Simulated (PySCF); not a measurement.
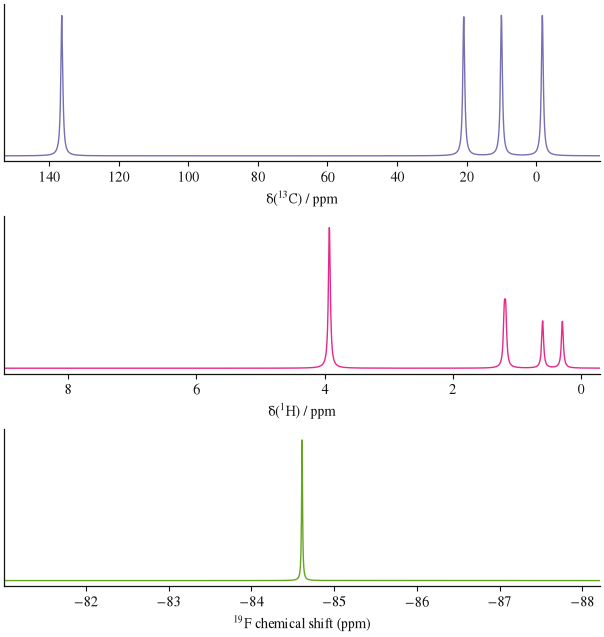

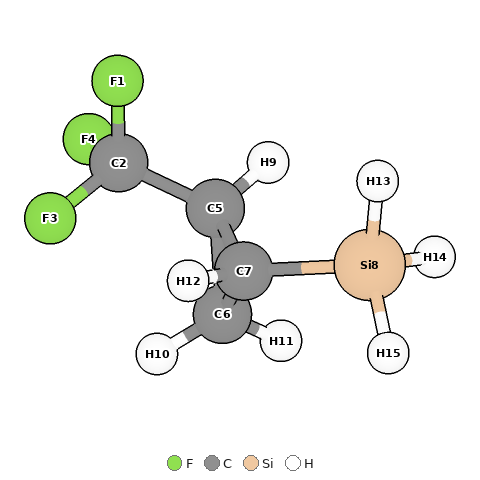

Spectrum and numbered structure of C₄H₇F₃Si, SMILES FC(F)(F)[C@@H]1C[C@H]1[SiH3]. GIAO shifts, PBE0/pcSseg-1, PySCF, at a GFN2-xTB geometry (no frequency check), against TMS for ¹³C, TMS for ¹H and CFCl₃ for ¹⁹F computed at the same level (¹⁹F: this reference is a hard case for the method, so all values can be off together by tens of ppm, and differences between signals are safer). Gas phase, fully decoupled, line heights follow the number of nuclei, widths are arbitrary (no quadrupolar broadening); values of one conformer, averaged over methyl-type rotors and exact or near symmetry.

Which ¹³C nuclei are the least shielded, and which the most?

Answer. Least shielded: C2 at 136.4 ppm. Most shielded: C7 at −1.8 ppm.

Which atoms give which ¹H line?

Answer.
```tsv
δ (ppm)	nuclei	atoms
3.92	3	H13, H14, H15
1.19	1	H9
1.17	1	H10
0.60	1	H11
0.29	1	H12
```

The order of signals that lie close, as those under 0.08 ppm apart, is within the error of the method.

Where does the ¹⁹F line lie?

Answer. At −84.6 ppm (F1, F3 and F4).

Caveats: the tight-binding geometry is rougher than a DFT one and adds to the error.
